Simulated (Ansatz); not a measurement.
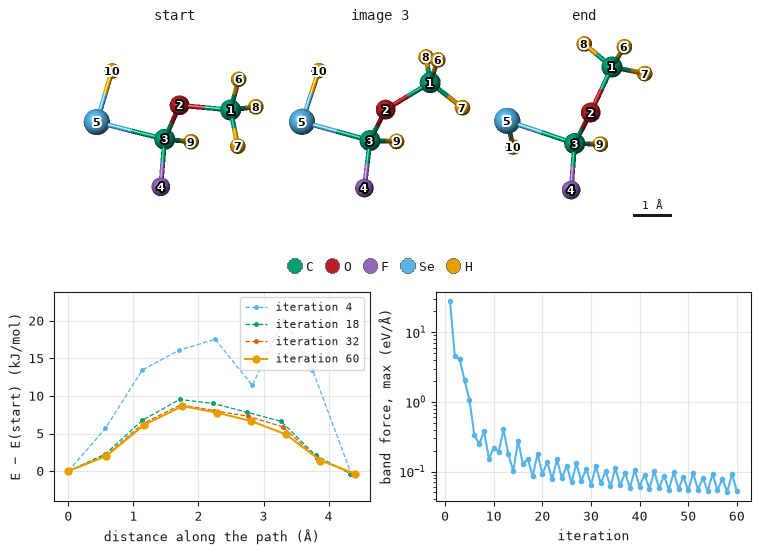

A search for the minimum-energy path of C2H5FOSe by the nudged elastic band. Images are numbered from 0 (start) to 8 (end). The plot follows the band through its iterations. Style: ball-and-stick. Shown at a tilt.

Computed with RKS PBE/def2-SVP (Ansatz). Set-up: 7 movable images; climbing image; force threshold 0.05 eV/Å; iteration limit 60; optimiser L-BFGS; largest step 0.5 Å; starting path through a guess of the saddle point.

Question: Judge this run.

Answer: The result isn't final. The band hadn't converged when the run stopped after 60 iterations. The largest component of the band force went from 28 to 0.053 eV/Å. The barrier read from it is provisional, though the highest image hardly moved in the last two iterations. The step length is far from the usual. The first iteration put the highest image at 507.0 kJ/mol. The highest point, image 3, lies 8.6 kJ/mol above the start and 9.0 kJ/mol above the end; the end is at −0.3 kJ/mol relative to the start.

Cost: 13 min on 2 threads of Arm Neoverse V1, on a shared host, peak memory 0.16 GiB.
